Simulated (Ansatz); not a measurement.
# F− with CH2O: superposition error and deformation

How much of this pair's binding is borrowed basis, and how much do the fragments pay to take the shapes they have in the pair?

The runs use Ansatz 0.2.0, Gaussian basis; PBE0-D4 structures, single points in def2-TZVPPD.

Levels: PBE-D4, revPBE-D4, BLYP-D4, r2SCAN-D4, B97M-V, PBE0-D4, B3LYP-D4, HSE06-D4, wB97X-V, wB97M-V, B2PLYP, Hartree-Fock, MP2, CCSD, CCSD(T).

Correlated methods freeze the cores. B3LYP uses VWN-RPA correlation. B2PLYP carries no dispersion term here.

129 further runs of the same task are left out: 129 set aside as unsound or not needed.

### Step 1. The starting structure

The relaxed pair: 5 atoms, charge -1, spin multiplicity 1.

Atoms are counted from 1 here; the program's logs count them from 0.

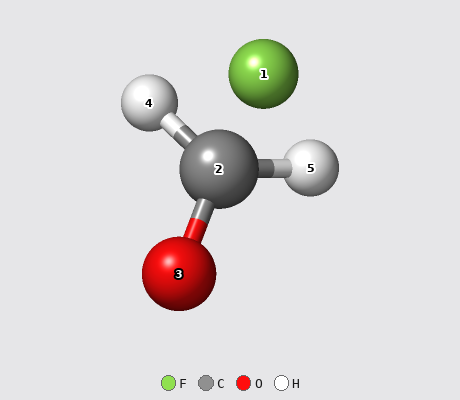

As it starts; fluorine green, carbon grey, oxygen red, hydrogen white; atoms are numbered from 1 in the order of the file.

Geometry (Å):

```xyz
5
CH2FO
F     0.0835   -0.0596   -1.4237
C    -0.0318    0.0236    0.1646
O    -0.9823    0.7391    0.5676
H    -0.0856   -1.0823    0.3440
H     1.0161    0.3793    0.3474
```

Atoms 1 to 1 are fragment A (F−), the rest fragment B (CH2O). From earlier runs, pair energy (eV) and counterpoise interaction (kcal/mol):

```
      method      E(pair)  interaction
      PBE-D4  -5830.61953       -40.37
   revPBE-D4  -5835.01125       -37.91
     BLYP-D4  -5835.92656       -35.36
   r2SCAN-D4  -5833.70074       -43.85
      B97M-V  -5834.74936       -41.91
     PBE0-D4  -5830.35684       -43.01
    B3LYP-D4  -5836.75119       -38.60
    HSE06-D4  -5830.08925       -43.10
     wB97X-V  -5834.41552       -39.93
     wB97M-V  -5834.63494       -39.51
      B2PLYP  -5832.81041       -36.02
Hartree-Fock  -5806.96179       -37.65
         MP2  -5825.73077       -33.74
     CCSD(T)  -5826.57603       -33.66
```

First each fragment is run alone in its own basis, frozen in the shape it has in the pair (a, b).

### Step 2. wB97X-V/def2-TZVPPD

a/in.yaml reads:

```yaml
crystal:
  periodic: [false, false, false]
  atoms:
    - {symbol: F, position_ang: [0.083487, -0.059622, -1.423675]}
basis:
  gaussian: {orbitals: "def2-TZVPPD.json"}
total_charge: -1
hamiltonian: {xc: {name: wB97X-V}}
```

b/in.yaml reads:

```yaml
crystal:
  periodic: [false, false, false]
  atoms:
    - {symbol: C, position_ang: [-0.031772, 0.023563, 0.164644]}
    - {symbol: O, position_ang: [-0.982264, 0.739083, 0.567589]}
    - {symbol: H, position_ang: [-0.085563, -1.082293, 0.343980]}
    - {symbol: H, position_ang: [1.016113, 0.379269, 0.347363]}
basis:
  gaussian: {orbitals: "def2-TZVPPD.json"}
hamiltonian: {xc: {name: wB97X-V}}
```

The basis file named in the input lies beside it (Basis Set Exchange, JSON).

One command serves all of them, each in its own folder.

Launch:

```console
$ ansatz run in.yaml --threads 2 --pin off --events-out ev --progress --plain --max-ram 5222MiB
```

Log of a:

```text
Functional definition: wB97X-V
  name "wB97X-V"
  cite "Mardirossian & Head-Gordon, Phys. Chem. Chem. Phys. 16, 9904 (2014) doi:10.1039/C3CP54374A"
  cite "Becke, J. Chem. Phys. 107, 8554 (1997) doi:10.1063/1.475007"
  cite "Vydrov & Van Voorhis, J. Chem. Phys. 133, 244103 (2010) doi:10.1063/1.3521275"
  parameter omega = 0.3/bohr
  parameter cx = 0.167
  parameter cx1 = 0.603
  parameter cx2 = 1.194
  parameter css0 = 0.556
  parameter css1 = -0.257
  parameter cos0 = 1.219
  parameter cos1 = -1.850
  parameter b = 6.0
  parameter c = 0.01
  exchange = spin_sum(e_x_unif_sr(omega)*poly(b97_u_x, 1 - cx, cx1, cx2)) + cx*exact_x_sr(omega) + exact_x_lr(omega)
  correlation = spin_sum(e_c_pw_same_spin*poly(b97_u_same, css0, css1))
      + integral(e_c_pw_opposite_spin*poly(b97_u_opposite, cos0, cos1)) + vv10(b, c)
197 factors; their error is unknown
52 factors; integrals over basis functions are off by at most 4.8e-5 eV
mean field evaluation 1: about -2705.5467 eV, gradient 8.9e1 eV
mean field evaluation 2: about -2701.9389 eV, gradient 1.2e2 eV
mean field evaluation 4: about -2717.2989 eV, gradient 4.7e-1 eV
mean field evaluation 8: about -2717.3078 eV, gradient 1.6e-3 eV
mean field -2717.30775250 eV, -99.8592180471 hartree, gradient 5.3e-5 eV, S^2 0.000000; 0 other end points of the search recorded, 0 dependent functions left out
reference -2717.30775130 eV, -99.8592180030 hartree; 5, 5 occupied and 35, 35 virtual orbitals, 197 factors
Total energy: -2717.30775130 eV, -99.8592180030 hartree
```

Log of b (excerpt; [...] marks lines left out):

```text
[... 5 set-up lines as earlier in the session ...]
[...]
      + integral(e_c_pw_opposite_spin*poly(b97_u_opposite, cos0, cos1)) + vv10(b, c)
476 factors; their error is unknown
151 factors; integrals over basis functions are off by at most 3.2e-5 eV
[...]
mean field -3115.37241493 eV, -114.4878245733 hartree, gradient 2.9e-5 eV, S^2 0.000000; 0 other end points of the search recorded, 0 dependent functions left out
reference -3115.37241303 eV, -114.4878245036 hartree; 8, 8 occupied and 103, 103 virtual orbitals, 476 factors
Total energy: -3115.37241303 eV, -114.4878245036 hartree
```

Wall times: 0.3 s (a), 1.9 s (b) on 2 threads of Arm Neoverse V1, shared host.

### Step 3. wB97M-V/def2-TZVPPD

The same edit goes into each in.yaml of step 2 (a, b):

```diff
-hamiltonian: {xc: {name: wB97X-V}}
+hamiltonian: {xc: {name: wB97M-V}}
```

One command serves all of them, each in its own folder.

Launch:

```console
$ ansatz run in.yaml --threads 2 --pin off --events-out ev --progress --plain --max-ram 5222MiB
```

Output in a (excerpt; [...] marks lines left out):

```text
Functional definition: wB97M-V
  name "wB97M-V"
  cite "Mardirossian & Head-Gordon, J. Chem. Phys. 144, 214110 (2016) doi:10.1063/1.4952647"
[... 2 set-up lines as earlier in the session ...]
  # Of w^i u^j: cxij and so on, Table III.
[...]
  gx(w, u) = 1 - cx + cx01*u + cx10*w
  gss(w, u) = css00 + css04*u^4 + css10*w + css20*w^2 + css43*w^4*u^3
  gos(w, u) = cos00 + cos10*w + (cos20 + cos21*u)*w^2 + (cos60 + cos61*u)*w^6
[...]
      + integral(e_c_pw_mod_opposite_spin*gos(b97_w_opposite, b97_u_opposite)) + vv10(b, c)
197 factors; their error is unknown
52 factors; integrals over basis functions are off by at most 4.8e-5 eV
[...]
mean field -2717.60186938 eV, -99.8700266432 hartree, gradient 1.8e-5 eV, S^2 0.000000; 0 other end points of the search recorded, 0 dependent functions left out
reference -2717.60189901 eV, -99.8700277317 hartree; 5, 5 occupied and 35, 35 virtual orbitals, 197 factors
Total energy: -2717.60189901 eV, -99.8700277317 hartree
```

b printed (excerpt; [...] marks lines left out):

```text
[... 5 set-up lines as earlier in the session ...]
  # Of w^i u^j: cxij and so on, Table III.
[...]
  gx(w, u) = 1 - cx + cx01*u + cx10*w
  gss(w, u) = css00 + css04*u^4 + css10*w + css20*w^2 + css43*w^4*u^3
  gos(w, u) = cos00 + cos10*w + (cos20 + cos21*u)*w^2 + (cos60 + cos61*u)*w^6
[...]
      + integral(e_c_pw_mod_opposite_spin*gos(b97_w_opposite, b97_u_opposite)) + vv10(b, c)
476 factors; their error is unknown
151 factors; integrals over basis functions are off by at most 3.2e-5 eV
[...]
mean field -3115.31646828 eV, -114.4857685721 hartree, gradient 2.7e-5 eV, S^2 0.000000; 0 other end points of the search recorded, 0 dependent functions left out
reference -3115.31651616 eV, -114.4857703315 hartree; 8, 8 occupied and 103, 103 virtual orbitals, 476 factors
Total energy: -3115.31651616 eV, -114.4857703315 hartree
```

They took 0.3 s (a), 1.8 s (b) on 2 threads of Arm Neoverse V1, shared host.

### Step 4. B2PLYP/def2-TZVPPD

The same edit goes into each in.yaml of step 3 (a, b):

```diff
-hamiltonian: {xc: {name: wB97M-V}}
+hamiltonian: {xc: {name: B2PLYP}}
```

Each run has its own folder and the same command.

Launch:

```console
$ ansatz run in.yaml --threads 2 --pin off --events-out ev --progress --plain --max-ram 5222MiB
```

Log of a (excerpt; [...] marks lines left out):

```text
Functional definition: B2PLYP
  name "B2PLYP"
  cite "Grimme, J. Chem. Phys. 124, 034108 (2006) doi:10.1063/1.2148954"
  cite "Becke, Phys. Rev. A 38, 3098 (1988) doi:10.1103/PhysRevA.38.3098"
  cite "Lee, Yang & Parr, Phys. Rev. B 37, 785 (1988) doi:10.1103/PhysRevB.37.785"
[...]
257 factors; integrals over basis functions are off by at most 1.5e-4 eV
[...]
mean field -2714.40500266 eV, -99.7525439580 hartree, gradient 9.1e-6 eV, S^2 0.000000; 0 other end points of the search recorded, 0 dependent functions left out
1 core orbitals not correlated: weight in the atoms' cores, before any rotation towards them, 1.000 or more for the frozen orbitals, at most 0.000 for the correlated occupied ones
reference -2714.40510179 eV, -99.7525476009 hartree; 4, 4 occupied and 35, 35 virtual orbitals, 257 factors
second order -9.42534965 eV of doubles, -0.00000000 eV of singles
Total energy: -2716.94994619 eV, -99.8460689078 hartree
```

b printed (excerpt; [...] marks lines left out):

```text
[... 5 set-up lines as earlier in the session ...]
[...]
659 factors; integrals over basis functions are off by at most 7.4e-4 eV
[...]
mean field -3110.60106936 eV, -114.3124808579 hartree, gradient 2.3e-6 eV, S^2 0.000000; 0 other end points of the search recorded, 0 dependent functions left out
2 core orbitals not correlated: weight in the atoms' cores, before any rotation towards them, 1.000 or more for the frozen orbitals, at most 0.000 for the correlated occupied ones
reference -3110.60119810 eV, -114.3124855888 hartree; 6, 6 occupied and 103, 103 virtual orbitals, 659 factors
second order -13.58523736 eV of doubles, -0.00000000 eV of singles
Total energy: -3114.26921218 eV, -114.4472826202 hartree
```

Times: 0.2 s (a), 1.1 s (b) on 2 threads of Arm Neoverse V1, shared host.

### Step 5. B97M-V/def2-TZVPPD

The same edit goes into each in.yaml of step 4 (a, b):

```diff
-hamiltonian: {xc: {name: B2PLYP}}
+hamiltonian: {xc: {name: B97M-V}}
```

Each run has its own folder and the same command.

Launch:

```console
$ ansatz run in.yaml --threads 2 --pin off --events-out ev --progress --plain --max-ram 5222MiB
```

a printed (excerpt; [...] marks lines left out):

```text
Functional definition: B97M-V
  name "B97M-V"
  cite "Mardirossian & Head-Gordon, J. Chem. Phys. 142, 074111 (2015) doi:10.1063/1.4907719"
[... 2 set-up lines as earlier in the session ...]
  # Of w^i u^j: cxij and so on, Table III.
[...]
  gx(w, u) = cx00 + cx01*u + cx02*u^2 + (cx10 + cx11*u)*w
  gss(w, u) = css00 + css02*u^2 + css10*w + (css32*w^3 + css42*w^4)*u^2
  gos(w, u) = cos00 + cos01*u + cos03*u^3 + cos10*w + cos32*w^3*u^2
[...]
      + integral(e_c_pw_mod_opposite_spin*gos(b97_w_opposite, b97_u_opposite)) + vv10(b, c)
197 factors; their error is unknown
[...]
mean field -2717.16474812 eV, -99.8539627329 hartree, gradient 8.6e-6 eV, S^2 0.000000; 0 other end points of the search recorded, 0 dependent functions left out
reference -2717.16478331 eV, -99.8539640264 hartree; 5, 5 occupied and 35, 35 virtual orbitals, 197 factors
Total energy: -2717.16478331 eV, -99.8539640264 hartree
```

Log of b (excerpt; [...] marks lines left out):

```text
[... 5 set-up lines as earlier in the session ...]
  # Of w^i u^j: cxij and so on, Table III.
[...]
  gx(w, u) = cx00 + cx01*u + cx02*u^2 + (cx10 + cx11*u)*w
  gss(w, u) = css00 + css02*u^2 + css10*w + (css32*w^3 + css42*w^4)*u^2
  gos(w, u) = cos00 + cos01*u + cos03*u^3 + cos10*w + cos32*w^3*u^2
[...]
      + integral(e_c_pw_mod_opposite_spin*gos(b97_w_opposite, b97_u_opposite)) + vv10(b, c)
476 factors; their error is unknown
[...]
mean field -3115.76293259 eV, -114.5021758329 hartree, gradient 2.4e-5 eV, S^2 0.000000; 0 other end points of the search recorded, 0 dependent functions left out
reference -3115.76298828 eV, -114.5021778793 hartree; 8, 8 occupied and 103, 103 virtual orbitals, 476 factors
Total energy: -3115.76298828 eV, -114.5021778793 hartree
```

Wall times: 0.3 s (a), 2.1 s (b) on 2 threads of Arm Neoverse V1, shared host.

### Step 6. CCSD(T)/def2-TZVPPD

Each input of step 5 (a, b) changes in the same lines:

```diff
-hamiltonian: {xc: {name: B97M-V}}
+correlation: {method: ccsd_t}
```

One command serves all of them, each in its own folder.

Launch:

```console
$ ansatz run in.yaml --threads 2 --pin off --events-out ev --progress --plain --max-ram 5222MiB
```

Output in a (excerpt; [...] marks lines left out):

```text
Functional definition: HF
  name "HF"
  cite "Fock, Z. Phys. 61, 126 (1930) doi:10.1007/BF01340294"
  parent pbe
[...]
257 factors; integrals over basis functions are off by at most 1.5e-4 eV
[...]
mean field -2706.33087263 eV, -99.4558251521 hartree, gradient 3.0e-6 eV, S^2 0.000000; 0 other end points of the search recorded, 0 dependent functions left out
1 core orbitals not correlated: weight in the atoms' cores, before any rotation towards them, 1.000 or more for the frozen orbitals, at most 0.000 for the correlated occupied ones
reference -2706.33087263 eV, -99.4558251521 hartree; 4, 4 occupied and 35, 35 virtual orbitals, 257 factors
second order -7.81390746 eV of doubles, -0.00000000 eV of singles
cycle   1  -7.41661807 eV  change    4.0e-1 eV  update   9.9e-2
[...]
cycle   9  -7.66117946 eV  change    1.9e-6 eV  update   3.4e-6
perturbative correction -0.25873590 eV, -0.0095083691 hartree
Total energy: -2714.25078799 eV, -99.7468766733 hartree
```

b printed (excerpt; [...] marks lines left out):

```text
[... 4 set-up lines as earlier in the session ...]
[...]
659 factors; integrals over basis functions are off by at most 7.4e-4 eV
[...]
mean field -3098.99543229 eV, -113.8859815621 hartree, gradient 1.5e-6 eV, S^2 0.000000; 0 other end points of the search recorded, 0 dependent functions left out; unrestricted orbitals would lower it
2 core orbitals not correlated: weight in the atoms' cores, before any rotation towards them, 1.000 or more for the frozen orbitals, at most 0.000 for the correlated occupied ones
reference -3098.99543229 eV, -113.8859815621 hartree; 6, 6 occupied and 103, 103 virtual orbitals, 659 factors
second order -11.03871633 eV of doubles, -0.00000000 eV of singles
cycle   1  -10.82877059 eV  change    2.1e-1 eV  update   9.4e-2
[...]
cycle  11  -11.27873371 eV  change    2.4e-6 eV  update   7.4e-6
perturbative correction -0.50325877 eV, -0.0184944187 hartree
Total energy: -3110.77742477 eV, -114.3189617996 hartree
```

Times: 0.2 s (a), 1.8 s (b) on 2 threads of Arm Neoverse V1, shared host; peak memory 0.35 GiB.

### Step 7. Relaxing CH2O alone

relax-b/in.yaml reads:

```yaml
crystal:
  periodic: [false, false, false]
  atoms:
    - {symbol: C, position_ang: [-0.031772, 0.023563, 0.164644]}
    - {symbol: O, position_ang: [-0.982264, 0.739083, 0.567589]}
    - {symbol: H, position_ang: [-0.085563, -1.082293, 0.343980]}
    - {symbol: H, position_ang: [1.016113, 0.379269, 0.347363]}
basis:
  gaussian: {orbitals: def2-TZVP}
hamiltonian: {xc: pbe0, dispersion: d4}
relax: {f_tol: 0.005, max_steps: 200}
```

Launch:

```console
$ ansatz run in.yaml --threads 2 --pin off --events-out ev --progress --plain --max-ram 5222MiB
```

What it wrote (excerpt; [...] marks lines left out):

```text
Functional definition: PBE0
  name "PBE0"
  cite "Adamo & Barone, J. Chem. Phys. 110, 6158 (1999) doi:10.1063/1.478522"
  cite "Perdew, Burke & Ernzerhof, Phys. Rev. Lett. 77, 3865 (1996) doi:10.1103/PhysRevLett.77.3865"
[... 1 set-up line as earlier in the session ...]
[...]
419 factors; their error is unknown
[...]
mean field -3112.82830398 eV, -114.3943302203 hartree, gradient 2.4e-5 eV, S^2 0.000000; 0 other end points of the search recorded, 0 dependent functions left out
[...]
reference -3112.82832403 eV, -114.3943309573 hartree; 8, 8 occupied and 66, 66 virtual orbitals, 419 factors
relax step   1: F+E_penalty+E_count = -3112.84792073 eV  Δ(F+E_penalty+E_count) = +0.000e0 eV  max|allowed force component| = 5.120e0 eV/Å  Δτ_max = 0.0000 Å  (27 SCF iters, accepted)
[...]
relax step   6: F+E_penalty+E_count = -3113.51071559 eV  Δ(F+E_penalty+E_count) = -1.165e-4 eV  max|allowed force component| = 6.390e-3 eV/Å  Δτ_max = 0.0017 Å  (31 SCF iters, accepted)
[...]
relax step   7: F+E_penalty+E_count = -3113.51071597 eV  Δ(F+E_penalty+E_count) = -3.811e-7 eV  max|allowed force component| = 1.567e-4 eV/Å  Δτ_max = 0.0001 Å  (31 SCF iters, accepted)
419 factors; their error is unknown
mean field -3113.49109390 eV, -114.4186873009 hartree, gradient 3.8e-6 eV, S^2 0.000000; 1 other end points of the search recorded, 0 dependent functions left out
[...]
reference -3113.49111479 eV, -114.4186880683 hartree; 8, 8 occupied and 66, 66 virtual orbitals, 419 factors
Total energy: -3113.51073685 eV, -114.4194091658 hartree
Atom 0 at    -0.017018     0.012001     0.355257 Å, force     0.000101    -0.000076    -0.000053 eV/Å
Atom 1 at    -0.963514     0.725078     0.512028 Å, force    -0.000152     0.000114     0.000037 eV/Å
Atom 2 at    -0.117289    -1.089375     0.276408 Å, force     0.000129     0.000119     0.000008 eV/Å
Atom 3 at     1.014335     0.411918     0.279883 Å, force    -0.000079    -0.000157     0.000008 eV/Å
Dipole moment:     0.381058    -0.287083    -0.063116 e Å
```

Wall time 3.9 s (2 threads of Arm Neoverse V1, shared host).

Step by step:

```
step  energy from step 1 (eV)  largest force component (eV/Å)
   1                   0.0000                          5.1201
   2                  -0.5457                          2.7884
   3                  -0.6085                          2.0396
   4                  -0.6508                          0.6043
   5                  -0.6627                          0.0978
   6                  -0.6628                          0.0064
   7                  -0.6628                          0.0002
```

Distances of close pairs at the start and the end, largest changes first:

```
 bond  before (Å)  after (Å)  change (Å)
C1–O2       1.256      1.195      -0.061
C1–H4       1.122      1.109      -0.013
C1–H3       1.122      1.109      -0.013
```

### Step 8. PBE-D4/def2-TZVPPD

free-b/in.yaml reads:

```yaml
crystal:
  periodic: [false, false, false]
  atoms:
    - {symbol: C, position_ang: [-0.017018, 0.012001, 0.355257]}
    - {symbol: O, position_ang: [-0.963514, 0.725078, 0.512028]}
    - {symbol: H, position_ang: [-0.117289, -1.089375, 0.276408]}
    - {symbol: H, position_ang: [1.014335, 0.411918, 0.279883]}
basis:
  gaussian: {orbitals: "def2-TZVPPD.json"}
hamiltonian: {xc: pbe, dispersion: d4}
```

Launch:

```console
$ ansatz run in.yaml --threads 2 --pin off --events-out ev --progress --plain --max-ram 5222MiB
```

What it wrote:

```text
Functional definition: PBE
  name "PBE"
[... 2 set-up lines as earlier in the session ...]
  parameter kappa = 0.804
  parameter beta = 0.06672455060314922
  exchange = pbe_x(kappa = kappa, mu = beta*pi^2/3)
  correlation = pbe_c(beta = beta)
476 factors; their error is unknown
mean field evaluation 1: about -3109.5095 eV, gradient 4.6e1 eV
mean field evaluation 2: about -3094.7879 eV, gradient 9.7e1 eV
mean field evaluation 4: about -3113.5140 eV, gradient 4.7e0 eV
mean field evaluation 8: about -3113.5613 eV, gradient 2.0e-2 eV
mean field evaluation 16: about -3113.5473 eV, gradient 5.7e-6 eV
mean field -3113.54733449 eV, -114.4207541043 hartree, gradient 5.7e-6 eV, S^2 0.000000; 0 other end points of the search recorded, 0 dependent functions left out
reference -3113.54737395 eV, -114.4207555546 hartree; 8, 8 occupied and 103, 103 virtual orbitals, 476 factors
Total energy: -3113.57166349 eV, -114.4216481787 hartree
```

Wall time 0.55 s (2 threads of Arm Neoverse V1, shared host).

### Step 9. r2SCAN-D4/def2-TZVPPD

free-b/in.yaml: that of step 8 with these lines changed.

```diff
@@ -9,2 +9,2 @@
   gaussian: {orbitals: "def2-TZVPPD.json"}
-hamiltonian: {xc: pbe, dispersion: d4}
+hamiltonian: {xc: r2scan, dispersion: d4}
```

Launch:

```console
$ ansatz run in.yaml --threads 2 --pin off --events-out ev --progress --plain --max-ram 5222MiB
```

What it wrote:

```text
Functional definition: r2SCAN
  name "r2SCAN"
  cite "Furness, Kaplan, Ning, Perdew & Sun, J. Phys. Chem. Lett. 11, 8208 (2020) doi:10.1021/acs.jpclett.0c02405"
  cite "Furness, Kaplan, Ning, Perdew & Sun, J. Phys. Chem. Lett. 11, 9248 (2020) doi:10.1021/acs.jpclett.0c03077"
  parent r2scan
  parameter k0 = 0.174
  parameter k1 = 0.065
  parameter a1 = 4.9479
  exchange = r2scan_x(k0 = k0, k1 = k1, a1 = a1)
  correlation = r2scan_c
476 factors; their error is unknown
mean field evaluation 1: about -3111.9837 eV, gradient 4.3e1 eV
mean field evaluation 2: about -3102.9588 eV, gradient 8.1e1 eV
mean field evaluation 4: about -3115.3492 eV, gradient 2.6e0 eV
mean field evaluation 8: about -3115.3514 eV, gradient 5.6e-2 eV
mean field -3115.35144788 eV, -114.4870540485 hartree, gradient 3.8e-5 eV, S^2 0.000000; 0 other end points of the search recorded, 0 dependent functions left out
reference -3115.35146069 eV, -114.4870545194 hartree; 8, 8 occupied and 103, 103 virtual orbitals, 476 factors
Total energy: -3115.35705917 eV, -114.4872602596 hartree
```

It took 1.1 s on 2 threads of Arm Neoverse V1, shared host.

### Step 10. PBE0-D4/def2-TZVPPD

free-b/in.yaml: that of step 9 with these lines changed.

```diff
@@ -9,2 +9,3 @@
   gaussian: {orbitals: "def2-TZVPPD.json"}
-hamiltonian: {xc: r2scan, dispersion: d4}
+hamiltonian: {xc: pbe0, dispersion: d4}
+output: {orbitals: {seedname: orbitals}}
```

Launch:

```console
$ ansatz run in.yaml --threads 2 --pin off --events-out ev --progress --plain --max-ram 5222MiB
```

What it wrote (excerpt; [...] marks lines left out):

```text
[... 5 set-up lines as earlier in the session ...]
  parameter a = 0.25
[... 2 set-up lines as earlier in the session ...]
  exchange = (1 - a)*pbe_x(kappa = kappa, mu = beta*pi^2/3) + a*exact_x
[... 1 set-up line as earlier in the session ...]
476 factors; their error is unknown
mean field evaluation 1: about -3110.7022 eV, gradient 4.0e1 eV
mean field evaluation 2: about -3105.0543 eV, gradient 6.9e1 eV
mean field evaluation 4: about -3113.5205 eV, gradient 2.0e0 eV
mean field evaluation 8: about -3113.5305 eV, gradient 5.1e-2 eV
mean field -3113.53050493 eV, -114.4201356292 hartree, gradient 2.7e-5 eV, S^2 0.000000; 0 other end points of the search recorded, 0 dependent functions left out
reference -3113.53053456 eV, -114.4201367182 hartree; 8, 8 occupied and 103, 103 virtual orbitals, 476 factors
Total energy: -3113.55015662 eV, -114.4208578157 hartree
```

Run time: 0.6 s. Hardware: 2 threads of Arm Neoverse V1, shared host.

(Part 1 of 2 ends here.)
